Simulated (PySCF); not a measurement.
**CH5BClN (SMILES CNBCl) at PBE/def2-SVP**

Aim: the vertical ionisation energy of CH5BClN at PBE/def2-SVP, from 2 runs. 

The results are computed with PySCF 2.14.0.

3 further runs of the same task are left out: 3 set aside as unsound or not needed.

## Step 1: The molecule

CH5BClN has 9 atoms, charge 0, and is taken as a singlet. As SMILES, `CNBCl`. Geometry: relaxed at PBE0-D4/def2-TZVP. This is one conformer, not always the lowest.

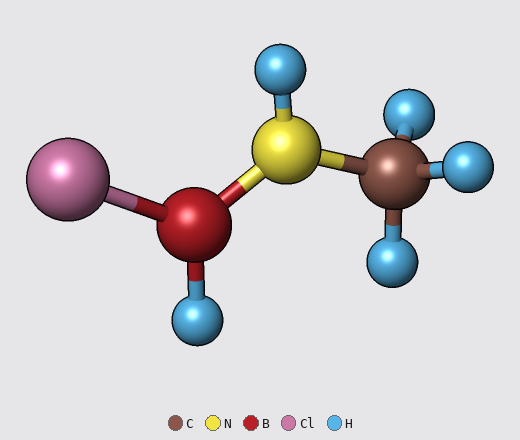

Viewed from a chosen angle; carbon brown, nitrogen yellow, boron red, chlorine pink, hydrogen blue.

## Step 2: The energy at PBE/def2-SVP

File geometry.xyz:

```xyz
9

C      0.510100     0.482100    -0.973400
N     -0.407900    -0.226000    -0.111700
B     -0.261100    -0.415200     1.248200
Cl    -1.495300    -1.314500     2.144800
H      0.907000    -0.170400    -1.756500
H      0.027900     1.338900    -1.452800
H      1.346700     0.849900    -0.380000
H     -1.220500    -0.605500    -0.573900
H      0.681600     0.014200     1.838200
```

File input.py:

```python
from pyscf import gto, dft

mol = gto.M(
    atom='geometry.xyz',
    max_memory=1860,
    verbose=3,
    basis='def2-svp',
    spin=0,
    charge=0,
)

mf = dft.RKS(mol)
mf.xc = 'pbe'
mf.conv_tol = 1e-10
mf.grids.level = 5
mf.kernel()
if not mf.converged:
    mf = mf.newton().run(mf.mo_coeff, mf.mo_occ)

etot = mf.e_tot
print(f'total energy: {etot:.8f} hartree')
```

Launch:

```bash
$ OMP_NUM_THREADS=1 python input.py
```

The log of the run:

```text
converged SCF energy = -580.404473414418
total energy: -580.40447341 hartree
```

Wall time 20 s (1 thread of Intel Xeon Platinum 8488C (Sapphire Rapids), shared host); peak memory 0.43 GiB.

## Step 3: The doublet cation, same level

File calc.py:

```python
from pyscf import gto, dft

mol = gto.M(
    atom='''
C      0.510100     0.482100    -0.973400
N     -0.407900    -0.226000    -0.111700
B     -0.261100    -0.415200     1.248200
Cl    -1.495300    -1.314500     2.144800
H      0.907000    -0.170400    -1.756500
H      0.027900     1.338900    -1.452800
H      1.346700     0.849900    -0.380000
H     -1.220500    -0.605500    -0.573900
H      0.681600     0.014200     1.838200
''',
    charge=1,
    spin=1,
    basis='def2-svp',
    verbose=3,
    max_memory=1860,
)

mf = dft.UKS(mol, xc='pbe')
mf.conv_tol = 1e-10
mf.grids.level = 5
mf.kernel()
if not mf.converged:
    mf = mf.newton().run(mf.mo_coeff, mf.mo_occ)

e_final = mf.e_tot
print(f'total energy: {e_final:.8f} hartree')
```

Launch:

```bash
$ OMP_NUM_THREADS=1 python calc.py
```

The log of the run:

```text
WARN: HOMO -0.473874035777164 >= LUMO -0.473802518926978

converged SCF energy = -580.05099440285  <S^2> = 0.75465817  2S+1 = 2.0046528
total energy: -580.05099440 hartree
```

It took 42 s on 1 thread of Intel Xeon Platinum 8488C (Sapphire Rapids), shared host; peak memory 0.45 GiB.

## Step 4: Outcome

At PBE/def2-SVP:

| quantity | value |
| --- | --- |
| singlet CH5BClN: total energy | -580.40447 Eh |
| singlet CH5BClN: dipole moment | 2.86 D |
| singlet CH5BClN: HOMO energy | -6.30 eV |
| singlet CH5BClN: LUMO energy | -0.35 eV |
| singlet CH5BClN: HOMO–LUMO gap | 5.95 eV |
| doublet cation: total energy | -580.05099 Eh |
| doublet cation: HOMO energy (highest over α and β) | -13.16 eV |
| doublet cation: LUMO energy (lowest over α and β) | -12.91 eV |
| doublet cation: ⟨S²⟩ | 0.755 |
| vertical ionisation energy (to the doublet cation) | 9.619 eV |

**Reading.** The vertical ionisation energy comes to 9.62 eV (222 kcal/mol). −ε(HOMO) before ionisation, 6.30 eV, is 3.32 eV below this ionisation energy. Mulliken charges (singlet CH5BClN) run from -0.11 on Cl4 to +0.12 on H8. Mulliken charges (doublet cation) run from -0.02 on B3 to +0.20 on H8.
